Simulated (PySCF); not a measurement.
C6H16OSi2

```xyz
25

C    -1.4619   -0.9697   -1.1093
C    -0.6977    0.2398   -0.5804
Si   -1.8886    1.7014   -0.1904
C     0.2416   -0.1178    0.5786
C    -0.4921   -0.8502    1.7186
C     0.7346    1.1493    1.2091
O     0.1974    2.2193    1.1097
C     1.4528   -0.9560    0.1436
Si    2.5256   -0.1689   -1.2219
H    -0.7954   -1.8003   -1.3415
H    -1.9833   -0.6982   -2.0241
H    -2.2065   -1.3112   -0.3941
H    -0.0494    0.5900   -1.3929
H    -2.3199    1.7585    1.2052
H    -3.1135    1.3637   -0.9452
H    -1.4129    2.9616   -0.7437
H    -1.4001   -0.3212    1.9952
H     0.1471   -0.9258    2.5977
H    -0.7530   -1.8571    1.4028
H     1.6418    1.0374    1.8328
H     2.0751   -1.1436    1.0230
H     1.1047   -1.9363   -0.1856
H     1.9801   -0.4636   -2.5473
H     2.5987    1.2775   -1.0087
H     3.8639   -0.7544   -1.1221
```

Geometry: GFN2-xTB.

These are results of PySCF 2.14.0, PBE0/pcSseg-1, SCF density, gas phase, non-relativistic, not measurements.

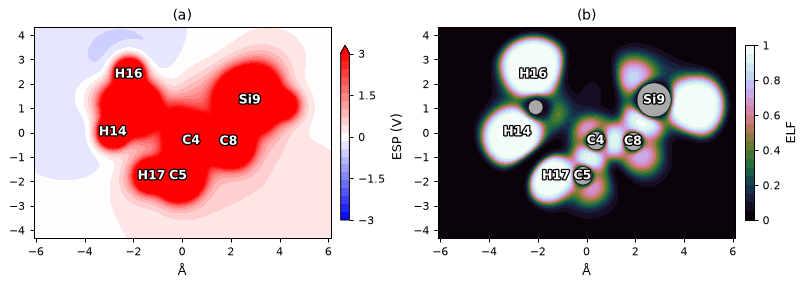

Figure 1. (a) molecular electrostatic potential; (b) electron localisation function on the plane of atoms C4, C5 and H17. Grey discs cover the atomic cores in the ELF map.

Question: What does the map show?

Answer: Atoms in the plane: C, Si and H.
C–Si (1.91 Å): the ELF peaks at about 0.95 between the atoms: a covalent bond.
C–H (1.09 Å): the ELF climbs to about 1 towards the hydrogen, as it does in any bond to H: a covalent bond by its length.
C–C (1.54 Å): the ELF peaks at about 0.95 between the atoms; localised, covalent bonding.
Outside the dense part of the molecule the potential is most negative (−0.5 V) near H16.

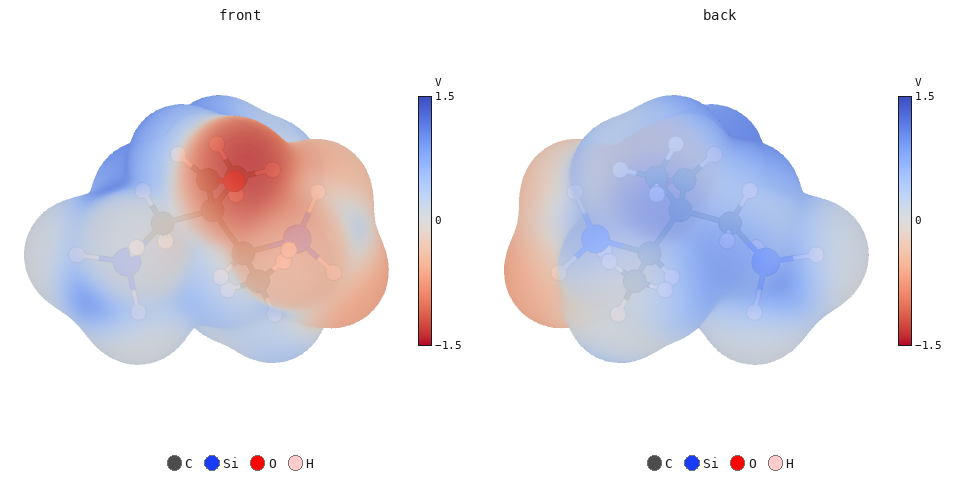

Figure 2. The molecular electrostatic potential painted on the density surface at 0.001 e/bohr³, seen from the front and from behind; the colour scale runs from red (negative) to blue (positive).

Question: Which sites attract a positive test charge, and which a negative one?

Answer: A positive charge is drawn to the negative regions and a negative charge to the positive ones. The most negative region (about −1.3 V) lies over O7, the most positive (about +1.0 V) over Si9, H18, H20 and H21. O7 is the likeliest acceptor of a hydrogen bond.
